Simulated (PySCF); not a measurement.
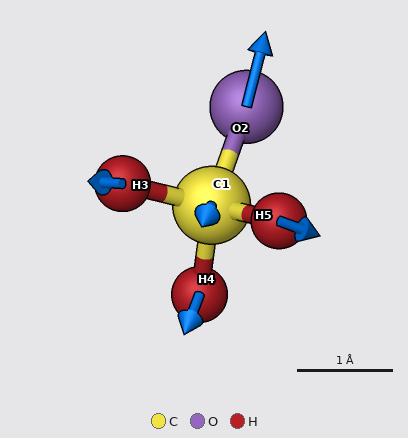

A relaxation of CH3O (multiplicity 2). The starting structure is drawn; blue arrows show the displacements, magnified 30 times. The two geometries are superimposed by the best rigid fit.

The picture is a ball-and-stick view, seen from a free direction.

The start comes from GFN2-xTB.

The calculation used PBE0-D3(BJ)/def2-SVP geometry optimisation, gas phase (PySCF 2.14.0, density-fitted response routines). 

> Describe the change and its energy.

O2 moves most after the best rigid fit: 0.028 Å. By element the largest moves are O 0.028 Å, H 0.019 Å, C 0.014 Å. Near-neighbour distances that change, for instance: C1–O2 1.311 → 1.349 Å, C1–H4 1.104 → 1.109 Å. Among the angles between lasting bonds that change: H3–C1–H5 100.4° → 103.0°. The energy falls by 2.99 kJ/mol in 4 geometry steps. The largest force component goes from 1.5 to 0.0045 eV/Å. The run took roughly 2.9 core-seconds on a shared host.
